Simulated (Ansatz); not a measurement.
# Nudged elastic band, with input and output: CH4FOSi (charge +1) (part 2 of 2)

The same run, continued: CH4FOSi, charge +1, SMILES O[CH+][SiH2]F; RKS PBE0/def2-SVP (Ansatz 0.2.0). It belongs to a series of runs on one base structure; here: band between the two ends.

Geometry of the input (Å):
```
O  -0.7327  1.5201  -0.3024
C  0.0592  0.8979  0.4408
Si 0.3581  -0.9921  0.0461
F  -0.6629  -0.9584  -1.2237
H  -1.1090  0.9372  -1.0138
H  0.4886  1.5287  1.2394
H  1.7672  -1.1525  -0.3634
H  -0.1686  -1.7808  1.1771
```

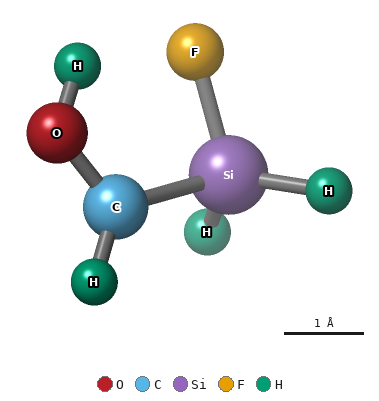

**Figure 1.** The structure as given in the input (ball-and-stick view, seen at a tilt).

### Output, continued
```
NEB iter  44: max|band force component| = 6.086e-2 eV/Å  barrier→ = 0.2800 eV  barrier← = 0.0380 eV  CI = image 5  Δτ_max = 0.0056 Å  (204 SCF iters)
the calculation of the forces begins
reference -13719.43368288 eV, -504.1798884797 hartree; 20, 20 occupied and 60, 60 virtual orbitals, 836 factors
837 factors; integrals over basis functions are off by at most 4.3e-4 eV
mean field evaluation 2496: about -13719.3963 eV, gradient 1.2e-1 eV
mean field -13719.39631763 eV, -504.1785153322 hartree, gradient 1.6e-5 eV, S^2 0.000000; 1 other end points of the search recorded, 0 dependent functions left out
the calculation of the forces begins
reference -13719.39633882 eV, -504.1785161107 hartree; 20, 20 occupied and 60, 60 virtual orbitals, 837 factors
NEB iter  45: max|band force component| = 4.565e-2 eV/Å  barrier→ = 0.2799 eV  barrier← = 0.0378 eV  CI = image 5  Δτ_max = 0.0000 Å  (445 SCF iters)
```

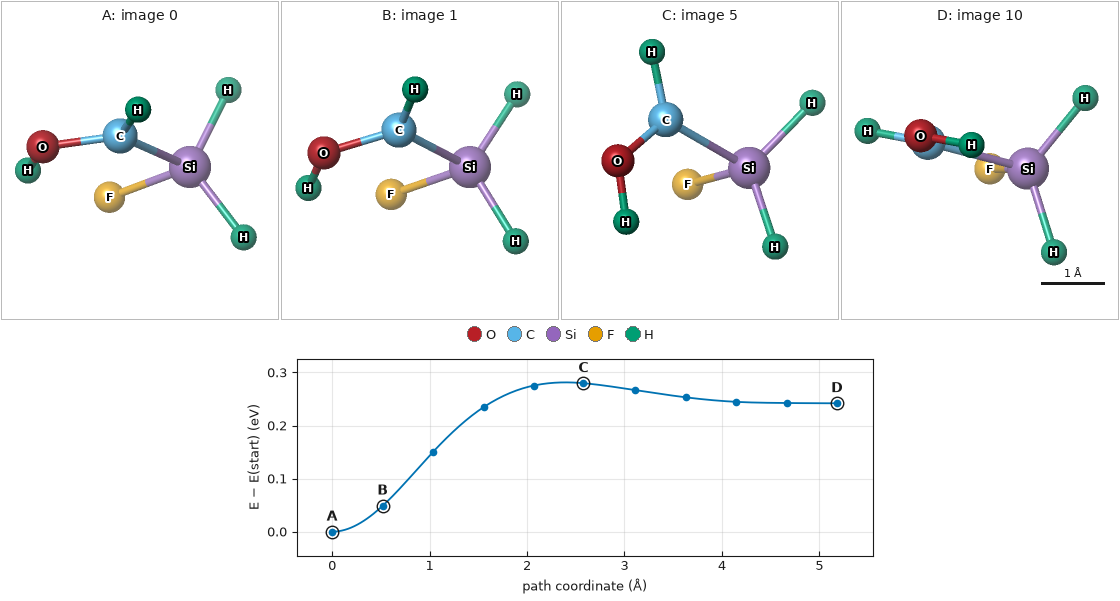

**Figure 2.** Images of the last band (counted from 0; ball-and-stick, seen at a tilt) above the energy along the path; the line is a cubic interpolation that uses the forces. The highest image is number 5, 0.280 eV above the start and 0.038 eV above the end (the climbing image); the end lies 0.242 eV above the start. The path is 5.18 Å long. The band converged in 45 iterations.

```
Total energy: -13719.39633882 eV, -504.1785161107 hartree
Atom 0 at    -0.993241     1.500185     0.199495 Å, force    -0.000322     0.005246     0.008346 eV/Å
Atom 1 at     0.123964     0.934467     0.144359 Å, force    -0.004918     0.000127    -0.001263 eV/Å
Atom 2 at     0.408614    -1.010597    -0.065464 Å, force     0.000014    -0.002094    -0.002273 eV/Å
Atom 3 at     0.295933    -1.068129    -1.666831 Å, force     0.015561    -0.021715    -0.001847 eV/Å
Atom 4 at    -1.773648     0.902771     0.189034 Å, force    -0.007968     0.013916     0.009689 eV/Å
Atom 5 at     0.946641     1.674544     0.154330 Å, force    -0.001136    -0.003213    -0.000099 eV/Å
Atom 6 at     1.755771    -1.308822     0.449647 Å, force     0.005291     0.007529    -0.004877 eV/Å
Atom 7 at    -0.764024    -1.624409     0.595428 Å, force    -0.006523     0.000204    -0.007675 eV/Å
Dipole moment:    -0.203236     0.401619     0.674669 e Å
this run last wrote the band of iteration 45 to [file]
```

### The last band as extended XYZ (Å, eV, eV/Å)
```
8
Properties=species:S:1:pos:R:3:forces:R:3 image=0 energy=-13719.67617
O    -0.7327    1.5201   -0.3024   -0.0015  -0.0040  -0.0024
C     0.0592    0.8979    0.4408   -0.0047  -0.0001  -0.0035
Si    0.3581   -0.9921    0.0461    0.0031  -0.0047  -0.0010
F    -0.6629   -0.9584   -1.2237   -0.0016   0.0024  -0.0008
H    -1.1090    0.9372   -1.0138    0.0024   0.0040   0.0037
H     0.4886    1.5287    1.2394    0.0019   0.0026   0.0014
H     1.7672   -1.1525   -0.3634    0.0020   0.0005   0.0000
H    -0.1686   -1.7808    1.1771   -0.0016  -0.0008   0.0026
8
Properties=species:S:1:pos:R:3:forces:R:3 image=1 energy=-13719.62709
O    -0.8300    1.5033   -0.2038    0.0210   0.0016  -0.0261
C     0.0942    0.9048    0.3932   -0.0108   0.0000   0.0150
Si    0.3848   -0.9922    0.0182   -0.0024   0.0027   0.0030
F    -0.4978   -0.9609   -1.3444   -0.0554   0.0000   0.0303
H    -1.3226    0.9225   -0.8358    0.0602   0.0029  -0.0706
H     0.6573    1.5679    1.0744   -0.0515  -0.0130   0.0711
H     1.8292   -1.2061   -0.1864   -0.0076  -0.0022  -0.0673
H    -0.3152   -1.7392    1.0846    0.0464   0.0079   0.0445
8
Properties=species:S:1:pos:R:3:forces:R:3 image=2 energy=-13719.52512
O    -0.8990    1.5029   -0.1012    0.0192   0.0072  -0.0269
C     0.1164    0.9119    0.3361   -0.0144  -0.0013   0.0177
Si    0.4031   -0.9991   -0.0073   -0.0003   0.0018  -0.0017
F    -0.3128   -0.9997   -1.4560   -0.0646  -0.0220   0.0240
H    -1.5164    0.9305   -0.6132    0.0472   0.0196  -0.0955
H     0.7914    1.6012    0.8759   -0.0464  -0.0216   0.0983
H     1.8555   -1.2456   -0.0210    0.0052   0.0021  -0.0771
H    -0.4383   -1.7020    0.9866    0.0540   0.0142   0.0612
8
Properties=species:S:1:pos:R:3:forces:R:3 image=3 energy=-13719.44135
O    -0.9476    1.5064    0.0010    0.0094   0.0121  -0.0105
C     0.1268    0.9204    0.2742   -0.0141   0.0002   0.0107
Si    0.4124   -1.0067   -0.0295    0.0013  -0.0011  -0.0072
F    -0.1141   -1.0390   -1.5513   -0.0309  -0.0424   0.0031
H    -1.6635    0.9336   -0.3545    0.0102   0.0294  -0.0624
H     0.8862    1.6314    0.6506   -0.0214  -0.0180   0.0748
H     1.8511   -1.2736    0.1342    0.0125   0.0077  -0.0524
H    -0.5513   -1.6725    0.8753    0.0329   0.0121   0.0438
8
Properties=species:S:1:pos:R:3:forces:R:3 image=4 energy=-13719.40078
O    -0.9788    1.5049    0.1004    0.0035   0.0090   0.0025
C     0.1294    0.9286    0.2100   -0.0098   0.0020   0.0037
Si    0.4133   -1.0109   -0.0474    0.0004  -0.0019  -0.0059
F     0.0887   -1.0577   -1.6217    0.0006  -0.0360  -0.0042
H    -1.7484    0.9210   -0.0805   -0.0050   0.0206  -0.0184
H     0.9390    1.6575    0.4041   -0.0063  -0.0066   0.0322
H     1.8180   -1.2950    0.2897    0.0089   0.0077  -0.0244
H    -0.6611   -1.6485    0.7453    0.0077   0.0052   0.0146
8
Properties=species:S:1:pos:R:3:forces:R:3 image=5 energy=-13719.39632
O    -0.9932    1.5002    0.1995   -0.0003   0.0052   0.0083
C     0.1240    0.9345    0.1444   -0.0049   0.0001  -0.0013
Si    0.4086   -1.0106   -0.0655    0.0000  -0.0021  -0.0023
F     0.2959   -1.0681   -1.6668    0.0156  -0.0217  -0.0018
H    -1.7736    0.9028    0.1890   -0.0080   0.0139   0.0097
H     0.9466    1.6745    0.1543   -0.0011  -0.0032  -0.0001
H     1.7558   -1.3088    0.4496    0.0053   0.0075  -0.0049
H    -0.7640   -1.6244    0.5954   -0.0065   0.0002  -0.0077
8
Properties=species:S:1:pos:R:3:forces:R:3 image=6 energy=-13719.40915
O    -0.9288    1.5378    0.3714    0.0046   0.0037   0.0035
C     0.1024    0.9298    0.0002   -0.0026   0.0147   0.0016
Si    0.3802   -1.0220   -0.0910   -0.0031   0.0022   0.0000
F     0.2314   -1.1955   -1.6789    0.0197  -0.0144  -0.0050
H    -1.6695    0.9736    0.6856    0.0168  -0.0135   0.0123
H     0.8804    1.6362   -0.3479   -0.0185   0.0088  -0.0096
H     1.7512   -1.2397    0.4057    0.0060  -0.0109   0.0022
H    -0.7473   -1.6201    0.6549   -0.0228   0.0093  -0.0051
8
Properties=species:S:1:pos:R:3:forces:R:3 image=7 energy=-13719.42291
O    -0.7745    1.5909    0.5397    0.0043   0.0090   0.0040
C     0.0207    0.9098   -0.1495    0.0003   0.0151  -0.0005
Si    0.3438   -1.0317   -0.1138   -0.0067   0.0027  -0.0032
F     0.0301   -1.3486   -1.6530    0.0165  -0.0290  -0.0058
H    -1.3082    1.0956    1.1992    0.0277  -0.0215  -0.0043
H     0.5665    1.5423   -0.8766   -0.0228   0.0111   0.0087
H     1.7729   -1.1513    0.2392    0.0089   0.0010   0.0011
H    -0.6513   -1.6072    0.8148   -0.0282   0.0115   0.0000
8
Properties=species:S:1:pos:R:3:forces:R:3 image=8 energy=-13719.43149
O    -0.5487    1.6576    0.6373    0.0077   0.0088   0.0008
C    -0.1251    0.8731   -0.2447   -0.0006   0.0143  -0.0027
Si    0.3056   -1.0412   -0.1285   -0.0110   0.0009  -0.0021
F    -0.2266   -1.5003   -1.5671    0.0100  -0.0380  -0.0002
H    -0.7034    1.2718    1.5269    0.0184  -0.0286  -0.0183
H     0.0011    1.3901   -1.2163   -0.0041   0.0155   0.0214
H     1.7794   -1.0661   -0.0051    0.0038   0.0228  -0.0052
H    -0.4822   -1.5849    0.9974   -0.0242   0.0044   0.0063
8
Properties=species:S:1:pos:R:3:forces:R:3 image=9 energy=-13719.43366
O    -0.3312    1.7157    0.6388    0.0063   0.0022  -0.0034
C    -0.2763    0.8344   -0.2525   -0.0041   0.0126  -0.0030
Si    0.2721   -1.0486   -0.1353   -0.0079  -0.0009   0.0024
F    -0.4065   -1.6059   -1.4729    0.0067  -0.0273   0.0059
H    -0.0757    1.4403    1.5456    0.0057  -0.0269  -0.0130
H    -0.5947    1.2363   -1.2346    0.0083   0.0163   0.0105
H     1.7504   -1.0020   -0.1954   -0.0016   0.0264  -0.0070
H    -0.3381   -1.5701    1.1064   -0.0134  -0.0025   0.0076
8
Properties=species:S:1:pos:R:3:forces:R:3 image=10 energy=-13719.43412
O    -0.1643    1.7490    0.5857   -0.0021   0.0102   0.0016
C    -0.3921    0.8065   -0.2112    0.0040  -0.0142   0.0000
Si    0.2417   -1.0513   -0.1362   -0.0002  -0.0006  -0.0013
F    -0.4677   -1.6655   -1.4307   -0.0003  -0.0005  -0.0001
H     0.4053    1.5414    1.3572   -0.0006  -0.0013  -0.0010
H    -1.0419    1.1346   -1.0458    0.0001   0.0041   0.0013
H     1.7126   -0.9403   -0.2598   -0.0003   0.0011  -0.0005
H    -0.2935   -1.5744    1.1408   -0.0006   0.0012  -0.0001
```

### Key numbers

| quantity | value |
| --- | --- |
| outcome | converged |
| barrier, forward | 0.280 eV |
| barrier, backward | 0.038 eV |
| wall time | 9.7 min |
| peak memory | 0.17 GiB |

### Remarks

The order of the saddle point was not checked.
